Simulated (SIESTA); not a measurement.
## How far to go with the k-point mesh at a smearing width of 0.02 eV: ZrSc (P3m1, 2 atoms in the cell)

```yaml
crystal:
  lattice:
    - [3.29926, 0.00000, 0.00000]
    - [-1.64963, 2.85725, 0.00000]
    - [0.00000, 0.00000, 5.18079]
  atoms:
    - { symbol: Zr, position: [0.66667, 0.33333, 0.00965] }
    - { symbol: Sc, position: [0.00000, 0.00000, 0.50000] }
```

Method of the run: LDA PW92, numerical atomic orbitals DZP, PseudoDojo LDA standard norm-conserving potentials (rewritten from UPF to PSML) in SIESTA.

Base settings: XC.functional = LDA; XC.authors = PW92; potentials = PseudoDojo LDA standard; PAO.BasisSize = DZP; PAO.EnergyShift = 0.01 Ry; MeshCutoff = 400 Ry; kgrid.MonkhorstPack = 6 6 3; OccupationFunction = FD; ElectronicTemperature = 1160.45 K; MaxSCFIterations = 150.

In this ladder: ElectronicTemperature = 232.09 K.

Only quantities that move along the ladder and can be compared are tabulated.

Core times come from one kind of shared machine, to one figure; runs under 30 s give none.

The starting cell comes from a database of computed structures (which also holds hypothetical and non-ambient phases and stackings), without a prior relaxation at this level. Its lattice was rescaled by up to half a per cent. One atom was moved a little off its site on purpose. Values carry the incompleteness of an atom-centred basis. In the base run, with a pressure of about -9 GPa the cell is away from its equilibrium volume at this level. Without a gap this mesh is coarse (it stands for a supercell whose shortest vector is 16 Å).

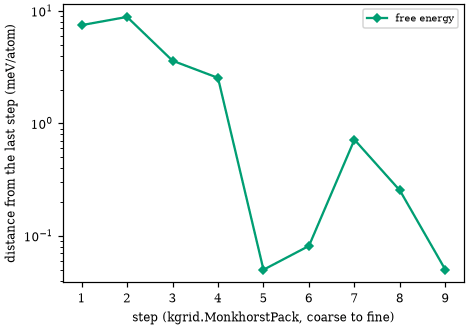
Distance from the last step along the ladder; very small values are drawn at a floor.

```tsv
kgrid.MonkhorstPack	free energy less the last step's (meV/atom)	pressure (GPa)	largest difference of a force vector from the last step's (eV/Å)	core time / last (rough)
4 4 3	7.49	-8.21	0.029	0.2
5 5 3	-8.87	-9.01	0.032	–
6 6 4	-3.62	-9.24	0.011	0.2
7 7 4	2.54	-8.97	0.033	–
9 9 5	-0.02	-9.06	0.001	0.2
10 10 6	0.08	-9.03	0.006	–
13 13 7	-0.72	-9.10	0.006	0.2
15 15 9	0.25	-9.07	0.001	0.3
18 18 10	0.04	-9.11	0.001	0.4
22 22 13	0.00	-9.10	0.000	1
```

Coarsest kgrid.MonkhorstPack that holds the forces within 0.02 eV/Å of the last step, with all finer ones: 9 9 5, at about 0.2 of the last step's time; the step before is off by 0.033 eV/Å.

Coarsest kgrid.MonkhorstPack that holds the free energy within 0.5 meV/atom of the last step, with all finer ones: 15 15 9, at about 0.3 of the last step's time; the step before is off by 0.72 meV/atom.

Coarsest kgrid.MonkhorstPack that holds the pressure within 0.1 GPa of the last step, with all finer ones: 9 9 5, at about 0.2 of the last step's time; the step before is off by 0.13 GPa.
